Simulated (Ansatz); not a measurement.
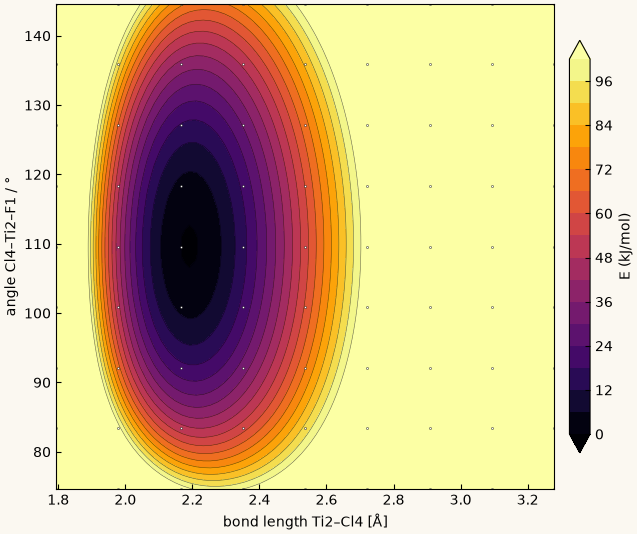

BrClF₂Ti, SMILES [F][Ti]([F])([Cl])[Br]. Coordinates scanned: (1) bond length Ti2–Cl4; (2) angle Cl4–Ti2–F1. Nothing is relaxed (all other coordinates rigid). Grid: 9 × 9 points. Energies are in kJ/mol, from the lowest grid point. The reference is spin-restricted, which grows unreliable where a bond is stretched far. Level of theory: RKS PBE-D4/def2-TZVP in Ansatz 0.2.0.

Drawn: filled contours, dots at the grid points, one colour for all values above the top of the scale. Between grid points the surface is interpolated.

### Where is the minimum, and how stiff is the well along each coordinate?

The interpolated minimum is at bond length Ti2–Cl4 ≈ 2.185 Å, angle Cl4–Ti2–F1 ≈ 109.6°. The curvatures there are about 15 eV/Å² and 3.9 eV/rad², with a cross term of about 0 eV/(Å·rad). Round the minimum the two coordinates are nearly uncoupled. (1 eV is 96.5 kJ/mol.)
